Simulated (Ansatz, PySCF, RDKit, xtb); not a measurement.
# SiH4SO3: from the formula to a structure

Only the formula SiH4SO3 is given. Aim: find the structure of lowest free energy at 298.15 K, then its properties.

The funnel: GFN2-xTB relaxations, single points with a density functional, relaxations at PBE0-D3(BJ)/def2-SVP, harmonic vibrations, and a last energy at a higher level. All values are calculated.

7 further runs of the same task are left out: 7 set aside as unsound or not needed.

### 1 Drawing up candidates

All bonding patterns within simple valence rules are listed by program: one Lewis structure each, at most two rings and one unusual centre or charged pair. O–O, O–halogen and N–halogen bonds and N–N–N chains are not drawn. That gives 31 candidates.

c043 O[Si]#[SH](O)O; c096 O=[S@H](O)=[SiH]O; c115 O[Si-]([OH2+])OS; c165 O[SiH2]OSO; c220 OSO[SiH-][OH2+]; c269 O[SiH]=S(O)O; c275 O[SH](O)O[SiH]; c276 O=[Si-](O)(O)[SH2+]; c305 O[SH]1O[SiH2]O1; c353 O[SH](O)O[SiH] (triplet); c435 O=[S@](O)[SiH2]O; c476 O=S(=O)(O)[SiH3]; c526 O=[SH][SiH](O)O; c566 OS[Si-](O)[OH2+]; c577 O=[SH]O[SiH2]O; c615 O[Si@@H]1O[S@@H]1O; c626 O[SH]=[Si](O)O; c681 O=[SiH][SH](O)O; c781 O=[SH](=O)[SiH2]O; c809 O[SiH](O)OS; c827 O=S(O)(O)=[SiH2]; c860 OS[SiH](O)O; c878 OS1(O)O[SiH2]1; c883 O[Si-](O)[OH+]S; c886 O[Si@H]1O[S@@H]1O; c909 O[SiH-][OH+]SO; c921 OS(O)(O)#[SiH]; c926 O=[S@](O)O[SiH3]; c970 O=[Si@H-](O)[SH+]O; c978 O[Si](O)(O)S; c991 O=[SH](=O)O[SiH3].

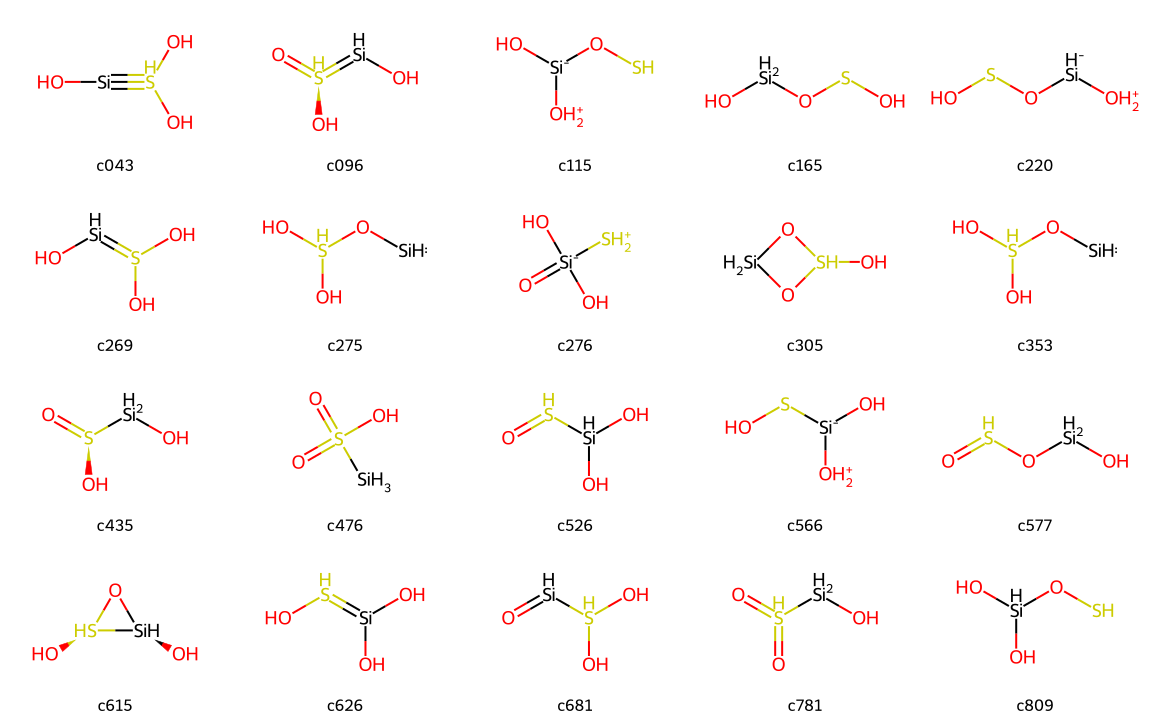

Structural formulas of the candidates (the first 20).

Candidates are built by distance geometry, with a force field where one applies, in up to four conformers (letters a to d). 11 starts with atoms placed at random are added, to find patterns that the rules miss.

### 2 First filter: tight binding

All 70 starts are relaxed the same way. One of them, c970b (enumerated, embedded by distance geometry and UFF), in full:

start.xyz

```xyz
9
c970b
O     -1.015723     2.020009    -3.708486
O     -1.149326    -0.132191    -2.107848
O      1.365622     2.238151    -1.023934
S      1.623799     1.306919    -2.415317
Si    -0.278067     0.764944    -3.240608
H     -0.003419    -0.075430    -4.443896
H     -1.210469     0.476358    -1.319692
H      2.314855     2.014319    -3.319470
H      0.918728     3.034080    -1.316652
```

On the command line:

```
xtb start.xyz --gfn 2 --opt
```

The log of the run, cut to the lines that bear on the results:

```text
* xtb version 6.7.1
[...]
          :  # basis functions                  36          :
[...]
          :  # electrons                        32          :
[...]
          :  Hamiltonian                  GFN2-xTB          :
[...]
          :  net charge                          0          :
          :  unpaired electrons                  0          :
[...]
   *** convergence criteria satisfied after 13 iterations ***
[...]
   *** GEOMETRY OPTIMIZATION CONVERGED AFTER 28 ITERATIONS ***
[...]
   *** convergence criteria satisfied after 3 iterations ***
[...]
         ::                     SUMMARY                     ::
         :::::::::::::::::::::::::::::::::::::::::::::::::::::
         :: total energy             -19.304588400932 Eh    ::
         :: gradient norm              0.000405168783 Eh/a0 ::
         :: HOMO-LUMO gap              4.242615966267 eV    ::
         ::.................................................::
         :: SCC energy               -19.405570241231 Eh    ::
         :: -> isotropic ES            0.081846052187 Eh    ::
         :: -> anisotropic ES          0.006760856843 Eh    ::
         :: -> anisotropic XC         -0.015520759017 Eh    ::
         :: -> dispersion             -0.006032923711 Eh    ::
         :: repulsion energy           0.100981840299 Eh    ::
         :: add. restraining           0.000000000000 Eh    ::
         :: total charge              -0.000000000000 e     ::
         :::::::::::::::::::::::::::::::::::::::::::::::::::::
[...]
        16        2.0000           -0.4028875             -10.9631 (HOMO)
        17                         -0.2469743              -6.7205 (LUMO)
[...]
          | TOTAL ENERGY              -19.304588400932 Eh   |
          | GRADIENT NORM               0.000405168783 Eh/α |
          | HOMO-LUMO GAP               4.242615966267 eV   |
           -------------------------------------------------
[...]
```

Wall time 0.16 s (2 threads of Intel Xeon at 2.70GHz, shared host).

### 3 Distinct minima at GFN2-xTB

70 of the 70 relaxations converged; 9 ended on a minimum already found. 61 distinct structures remain, the lowest 22 here:

```
label             start              SMILES after     spin  energy (kcal/mol)           note
c978a             drawn              O[Si](O)(O)S  singlet                0.0               
c276a             drawn              O=[Si](O)O.S  singlet               12.8     fell apart
c883a             drawn              O=[Si](O)O.S  singlet               16.8     fell apart
c883b             drawn              O=[Si](O)O.S  singlet               17.1     fell apart
c809b             drawn               O[SiH](O)OS  singlet               21.9               
c809c             drawn               O[SiH](O)OS  singlet               22.9               
c809a             drawn               O[SiH](O)OS  singlet               23.0               
c615a             drawn               O[SiH](O)OS  singlet               23.5  bonds changed
 c554            random              O.O=[Si]=O.S  singlet               37.1     fell apart
c860b             drawn               OS[SiH](O)O  singlet               38.3               
c860a             drawn               OS[SiH](O)O  singlet               38.6               
c577a  drawn and random            O=[SH]O[SiH2]O  singlet               43.5               
c526b             drawn  [O][SiH]([OH])[SH][OH] ‡  singlet               45.0  bonds changed
c577b             drawn            O=[SH]O[SiH2]O  singlet               45.1               
c526a             drawn  [O][SiH]([OH])[SH][OH] ‡  singlet               45.2  bonds changed
c970a  drawn and random  [O][SiH]([OH])[SH][OH] ‡  singlet               45.7               
c926a             drawn          O=[S@](O)O[SiH3]  singlet               48.3               
c909b             drawn               O=[SiH]O.OS  singlet               48.4     fell apart
c909c             drawn               O=[SiH]O.OS  singlet               49.0     fell apart
c886a             drawn                O[SiH2]OSO  singlet               49.2  bonds changed
c165a  drawn and random                O[SiH2]OSO  singlet               50.0               
c165c             drawn                O[SiH2]OSO  singlet               50.4
```

‡ marks the bonded skeleton alone, with all bonds drawn single: no Lewis structure was assigned that passes a check against the bond lengths.

GFN2-xTB has no spin polarisation, so it can't rank spin states and is rough for open shells.

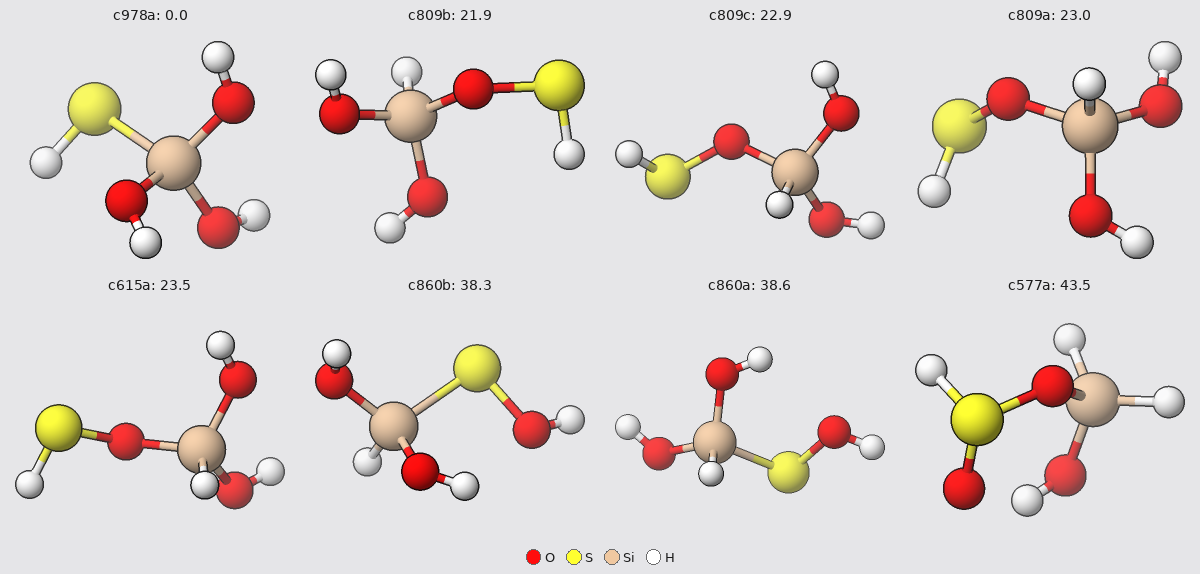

The 8 lowest minima that did not fall apart, with their GFN2-xTB energies in kcal/mol.

### 4 Single points on the low minima

A choice of the minima (the low ones first, few conformers of a pattern, up to a cap) and the lowest that fell apart get a single point at r2SCAN-D4/def2-SVP on the tight-binding geometry, and one at HF/STO-3G for comparison. The lowest singlets are also tried as triplets at the same geometry (label ending in t). Within 30 kcal/mol but not screened, among others: c809a, c615a. The first, c978a:

input.yaml

```yaml
crystal:
  periodic: [false, false, false]
  atoms:
    - {symbol: O, position_ang: [0.477063, -0.083264, 0.873660]}
    - {symbol: O, position_ang: [-0.502389, -2.030979, -0.788480]}
    - {symbol: O, position_ang: [-2.075443, -0.558532, 0.677255]}
    - {symbol: S, position_ang: [-0.316891, -2.765126, 2.120022]}
    - {symbol: Si, position_ang: [-0.615325, -1.255675, 0.625769]}
    - {symbol: H, position_ang: [1.399702, -0.295536, 0.983682]}
    - {symbol: H, position_ang: [-0.938739, -1.673412, -1.557639]}
    - {symbol: H, position_ang: [-2.286916, 0.036661, 1.391256]}
    - {symbol: H, position_ang: [-1.063014, -3.685174, 1.534845]}
basis:
  gaussian: {orbitals: def2-SVP}
hamiltonian: {xc: {name: r2SCAN}, dispersion: d4}
scf: {lower_state_search: "off"}
```

On the command line:

```
ansatz run input.yaml --threads 2 --pin off --max-ram 4350MiB --events-out events.jsonl --progress --plain --runs-dir runs
```

The log of the run, cut to the lines that bear on the results:

```text
Warning: RAYON_NUM_THREADS=2 ignored (pool sized by the plan → 2); use --threads N
Functional definition: r2SCAN
  name "r2SCAN"
[...]
1062 factors; their error is unknown
[...]
mean field -24908.83062620 eV, -915.3826417011 hartree, gradient 4.1e-6 eV, S^2 0.000000; 0 other end points of the search recorded, 0 dependent functions left out
reference -24908.83063483 eV, -915.3826420183 hartree; 29, 29 occupied and 69, 69 virtual orbitals, 1062 factors
Total energy: -24908.88301089 eV, -915.3845668030 hartree
Checks for a lower state left out: stability, starts, cluster_reference, orbital_swaps, neighbouring_geometries, increment
```

Wall time 1.6 s (2 threads of Intel Xeon at 2.70GHz, shared host).

Relative energies in kcal/mol, each column from its lowest structure that stays in one piece:

```
 label        SMILES     spin  GFN2-xTB  HF/STO-3G  r2SCAN-D4/def2-SVP
 c978a  O[Si](O)(O)S  singlet       0.0        0.0                 0.0
 c809b   O[SiH](O)OS  singlet      21.9       33.7                53.5
 c809c   O[SiH](O)OS  singlet      22.9       33.8                54.3
 c276a  O=[Si](O)O.S  singlet      12.8       89.6                54.6
 c860b   OS[SiH](O)O  singlet      38.3       36.8                63.6
c809bt   O[SiH](O)OS  triplet         –          –               134.2
c978at  O[Si](O)(O)S  triplet         –          –               144.0
```

Measured from c978a, GFN2-xTB misplaces c809b by 32 kcal/mol against r2SCAN-D4/def2-SVP, so minima dropped on its energies alone could hide the lowest isomer.

### 5 Patterns that tight binding lost

Some ordinary bonding patterns rearranged or fell apart under GFN2-xTB. Their starts are relaxed at r2SCAN-D4/def2-SVP instead (label ending in r). The first, c526ar:

input.yaml

```yaml
crystal:
  periodic: [false, false, false]
  atoms:
    - {symbol: O, position_ang: [-1.707962, -0.756469, 0.451076]}
    - {symbol: O, position_ang: [2.147019, -1.020842, -0.133254]}
    - {symbol: O, position_ang: [0.132188, -0.226990, -1.707128]}
    - {symbol: S, position_ang: [-0.695508, -1.923769, 0.708479]}
    - {symbol: Si, position_ang: [0.708447, -1.514637, -0.796222]}
    - {symbol: H, position_ang: [-0.058154, -1.431240, 1.721616]}
    - {symbol: H, position_ang: [0.976647, -2.697354, -1.693757]}
    - {symbol: H, position_ang: [2.502321, -0.185513, -0.486035]}
    - {symbol: H, position_ang: [-0.673668, 0.111103, -1.400470]}
basis:
  gaussian: {orbitals: def2-SVP}
hamiltonian: {xc: {name: r2SCAN}, dispersion: d4}
scf: {lower_state_search: "off"}
relax: {f_tol: 0.01}
```

On the command line:

```
ansatz run input.yaml --threads 2 --pin off --max-ram 4350MiB --events-out events.jsonl --progress --plain --runs-dir runs
```

The log of the run, cut to the lines that bear on the results:

```text
Warning: RAYON_NUM_THREADS=2 ignored (pool sized by the plan → 2); use --threads N
[...]
[... 2 set-up lines as earlier in the session ...]
[...]
1062 factors; their error is unknown
[...]
mean field -24904.35319132 eV, -915.2180990041 hartree, gradient 4.3e-6 eV, S^2 0.000000; 0 other end points of the search recorded, 0 dependent functions left out
[...]
reference -24904.35319998 eV, -915.2180993223 hartree; 29, 29 occupied and 69, 69 virtual orbitals, 1062 factors
[...]
Atom 5 at     0.124968    -1.280606     1.628096 Å, force    -0.001015    -0.000564    -0.000895 eV/Å
Atom 6 at     1.007483    -2.746991    -1.733837 Å, force    -0.001641    -0.000285     0.000100 eV/Å
Atom 7 at     2.422699    -0.200208    -0.061880 Å, force     0.000321     0.000850     0.000621 eV/Å
Atom 8 at    -0.844282    -0.145385    -1.071467 Å, force    -0.000121     0.000327    -0.000872 eV/Å
Dipole moment:     0.531425    -0.175500     0.314891 e Å
Checks for a lower state left out: stability, starts, cluster_reference, orbital_swaps, neighbouring_geometries, increment
```

Run time: 29 s. Hardware: 2 threads of Intel Xeon at 2.70GHz, shared host.

Energies at r2SCAN-D4/def2-SVP after that relaxation, from the lowest structure of the screen (which was not relaxed at this level):

```
 label                    SMILES     spin  energy (kcal/mol)
c526ar           O=[SH][SiH](O)O  singlet               84.5
c615ar  [O][SiH]([OH2])[O][SH] ‡  singlet               95.4
c681ar   [OH][SH][OH].[O][SiH] ‡  singlet              179.9
```

‡ marks the bonded skeleton alone, with all bonds drawn single: no Lewis structure was assigned that passes a check against the bond lengths.

### 6 Refinement at PBE0-D3(BJ)/def2-SVP

3 candidates are relaxed at PBE0-D3(BJ)/def2-SVP (chosen among the lowest in one piece). The first, c978a:

input.yaml

```yaml
crystal:
  periodic: [false, false, false]
  atoms:
    - {symbol: O, position_ang: [0.477063, -0.083264, 0.873660]}
    - {symbol: O, position_ang: [-0.502389, -2.030979, -0.788480]}
    - {symbol: O, position_ang: [-2.075443, -0.558532, 0.677255]}
    - {symbol: S, position_ang: [-0.316891, -2.765126, 2.120022]}
    - {symbol: Si, position_ang: [-0.615325, -1.255675, 0.625769]}
    - {symbol: H, position_ang: [1.399702, -0.295536, 0.983682]}
    - {symbol: H, position_ang: [-0.938739, -1.673412, -1.557639]}
    - {symbol: H, position_ang: [-2.286916, 0.036661, 1.391256]}
    - {symbol: H, position_ang: [-1.063014, -3.685174, 1.534845]}
basis:
  gaussian:
    orbitals: def2-SVP
relax:
  f_tol: 0.003
scf:
  lower_state_search: off
hamiltonian:
  xc: {name: PBE0}
  dispersion: d3bj
```

On the command line:

```
ansatz run input.yaml --threads 2 --pin off --max-ram 4350MiB --events-out events.jsonl --progress --plain --runs-dir runs
```

The log of the run, cut to the lines that bear on the results:

```text
Warning: RAYON_NUM_THREADS=2 ignored (pool sized by the plan → 2); use --threads N
[...]
Functional definition: PBE0
  name "PBE0"
[...]
977 factors; integrals over basis functions are off by at most 3.4e-4 eV
[...]
mean field -24899.59685245 eV, -915.0433067746 hartree, gradient 5.0e-6 eV, S^2 0.000000; 0 other end points of the search recorded, 0 dependent functions left out
[...]
Atom 5 at     1.369500    -0.371738     1.071781 Å, force     0.000012    -0.000290     0.000043 eV/Å
Atom 6 at    -1.039820    -1.670822    -1.500823 Å, force    -0.000290     0.000049    -0.000326 eV/Å
Atom 7 at    -2.239079     0.169112     1.293212 Å, force    -0.000821    -0.000271    -0.000752 eV/Å
Atom 8 at    -0.863356    -3.730567     1.422468 Å, force     0.000259     0.000240     0.000362 eV/Å
Dipole moment:     0.005590     0.158279    -0.101945 e Å
Checks for a lower state left out: stability, starts, cluster_reference, orbital_swaps, neighbouring_geometries, increment
```

It took 23 s on 2 threads of Intel Xeon at 2.70GHz, shared host.

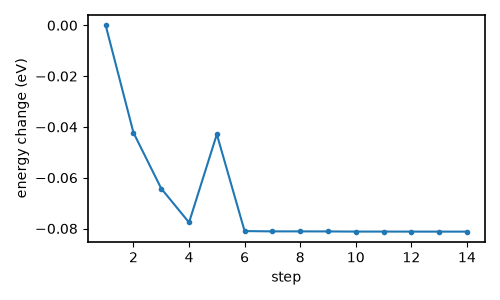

Energy along the run, all evaluated steps.

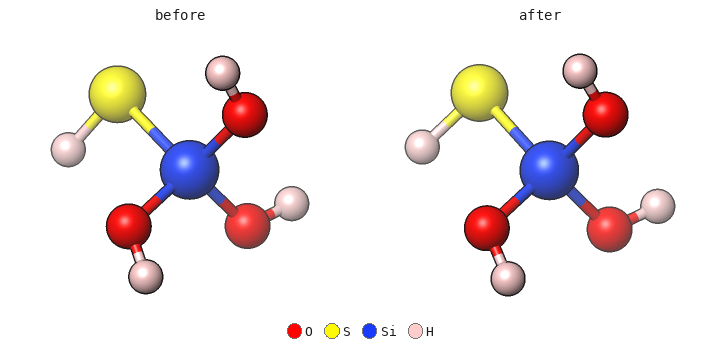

Before and after, at one scale.

After the run. Bond lengths: O1–Si5 1.652 Å, O2–Si5 1.648 Å, O3–Si5 1.649 Å, S4–Si5 2.131 Å, O1–H6 0.962 Å, O2–H7 0.963 Å, O3–H8 0.962 Å, S4–H9 1.350 Å. Angles: O1–Si5–O2 116.2°, O1–Si5–O3 105.8°, O1–Si5–S4 106.8°, O2–Si5–O3 105.8°, O2–Si5–S4 105.9°, O3–Si5–S4 116.8°, Si5–O1–H6 116.1°, Si5–O2–H7 114.2°, Si5–O3–H8 116.3°, Si5–S4–H9 93.0°.

### 7 After refinement

```
label     spin  r2SCAN-D4/def2-SVP (kcal/mol)  PBE0-D3(BJ)/def2-SVP, relaxed (kcal/mol)  time
c978a  singlet                            0.0                                       0.0  23 s
c809b  singlet                           53.5                                      51.1  29 s
c809c  singlet                           54.3                                      51.6  30 s
```

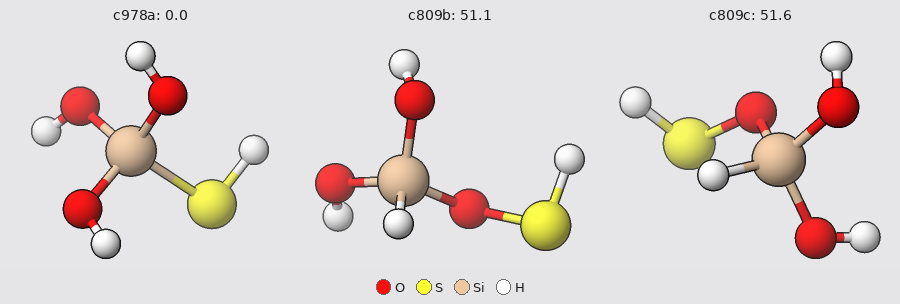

The relaxed structures, with energies at PBE0-D3(BJ)/def2-SVP in kcal/mol.

### 8 Are they minima? Harmonic frequencies

The lowest few in one piece go on as finalists. Harmonic vibrations at PBE0-D3(BJ)/def2-SVP test each finalist and give the zero-point energy and the thermal terms. The first, c978a:

input.yaml

```yaml
crystal:
  periodic: [false, false, false]
  atoms:
    - {symbol: O, position_ang: [0.468873, -0.081267, 0.898831]}
    - {symbol: O, position_ang: [-0.541826, -2.078707, -0.784175]}
    - {symbol: O, position_ang: [-2.112908, -0.528556, 0.643428]}
    - {symbol: S, position_ang: [-0.319518, -2.742093, 2.164100]}
    - {symbol: Si, position_ang: [-0.643817, -1.276399, 0.651546]}
    - {symbol: H, position_ang: [1.369500, -0.371738, 1.071781]}
    - {symbol: H, position_ang: [-1.039820, -1.670822, -1.500823]}
    - {symbol: H, position_ang: [-2.239079, 0.169112, 1.293212]}
    - {symbol: H, position_ang: [-0.863356, -3.730567, 1.422468]}
basis:
  gaussian: {orbitals: def2-SVP}
hamiltonian: {xc: pbe0, dispersion: d3bj}
scf: {lower_state_search: "off"}
phonons: {}
```

On the command line:

```
ansatz run input.yaml --threads 2 --pin off --max-ram 4350MiB --events-out events.jsonl --progress --plain --runs-dir runs
```

The log of the run, cut to the lines that bear on the results:

```text
Warning: RAYON_NUM_THREADS=2 ignored (pool sized by the plan → 2); use --threads N
[... 2 set-up lines as earlier in the session ...]
[...]
979 factors; integrals over basis functions are off by at most 3.4e-4 eV
[...]
mean field -24899.67821334 eV, -915.0462967320 hartree, gradient 4.8e-6 eV, S^2 0.000000; 0 other end points of the search recorded, 0 dependent functions left out
[...]
Atom 7 at    -2.239079     0.169112     1.293212 Å, force    -0.000837    -0.000270    -0.000753 eV/Å
Atom 8 at    -0.863356    -3.730567     1.422468 Å, force     0.000221     0.000306     0.000359 eV/Å
Dipole moment:     0.005593     0.158277    -0.101944 e Å
Vibrations: 125.86 183.16 212.45 248.04 260.86 312.23 330.78 333.57 372.85 530.99 713.92 805.93 814.59 820.24 869.58 972.30 998.88 2728.31 3913.34 3931.59 3937.30 cm⁻¹, zero-point energy 1.451655 eV
Checks for a lower state left out: stability, starts, cluster_reference, orbital_swaps, neighbouring_geometries, increment
```

Wall time 75 s (2 threads of Intel Xeon at 2.70GHz, shared host).

### 9 Zero-point energy and free-energy terms

At 298.15 K and 1 atm, ideal gas, rigid rotor and harmonic oscillator:

```
label        SMILES     spin  point group  lowest mode (cm⁻¹)  zero-point (kcal/mol)  G − E (kcal/mol)
c978a  O[Si](O)(O)S  singlet           C1                 126                   33.5              13.3
c809b   O[SiH](O)OS  singlet           C1                  70                   32.2              11.6
c809c   O[SiH](O)OS  singlet           C1                  72                   32.2              11.5
```

Chiral structures get −RT ln 2 for their mirror image.

### 10 Energies at the top level

Each finalist gets a single point at CCSD(T)/def2-SVP + MP2/def2-TZVPP - MP2/def2-SVP.

c978a, CCSD(T)/def2-SVP:

input.yaml

```yaml
basis:
  gaussian: {orbitals: def2-SVP}
crystal:
  periodic: [false, false, false]
  atoms:
    - symbol: O
      position_ang: [0.468873, -0.081267, 0.898831]
    - symbol: O
      position_ang: [-0.541826, -2.078707, -0.784175]
    - symbol: O
      position_ang: [-2.112908, -0.528556, 0.643428]
    - symbol: S
      position_ang: [-0.319518, -2.742093, 2.164100]
    - symbol: Si
      position_ang: [-0.643817, -1.276399, 0.651546]
    - symbol: H
      position_ang: [1.369500, -0.371738, 1.071781]
    - symbol: H
      position_ang: [-1.039820, -1.670822, -1.500823]
    - symbol: H
      position_ang: [-2.239079, 0.169112, 1.293212]
    - symbol: H
      position_ang: [-0.863356, -3.730567, 1.422468]
correlation: {method: ccsd_t, frozen_orbitals: {H: 0, S: 5, Si: 5, O: 1}}
```

On the command line:

```
ansatz run input.yaml --threads 2 --pin off --max-ram 4350MiB --events-out events.jsonl --progress --plain --runs-dir runs
```

The log of the run, cut to the lines that bear on the results:

```text
Warning: RAYON_NUM_THREADS=2 ignored (pool sized by the plan → 2); use --threads N
Functional definition: HF
  name "HF"
[...]
921 factors; integrals over basis functions are off by at most 7.5e-4 eV
[...]
mean field -24848.58219333 eV, -913.1685526308 hartree, gradient 2.3e-6 eV, S^2 0.000000; 0 other end points of the search recorded, 0 dependent functions left out
13 core orbitals not correlated: weight in the atoms' cores, before any rotation towards them, 1.000 or more for the frozen orbitals, at most 0.000 for the correlated occupied ones
reference -24848.58219333 eV, -913.1685526308 hartree; 16, 16 occupied and 69, 69 virtual orbitals, 921 factors
second order -21.25146799 eV of doubles, -0.00000000 eV of singles
cycle   1  -21.60575745 eV  change   -3.5e-1 eV  update   9.5e-2
[...]
cycle   9  -22.16260251 eV  change   -1.8e-6 eV  update   9.3e-6
perturbative correction -0.48699833 eV, -0.0178968587 hartree
Total energy: -24871.23179417 eV, -914.0009101095 hartree
```

It took 7.8 s on 2 threads of Intel Xeon at 2.70GHz, shared host.

[end of part 1 of 2]
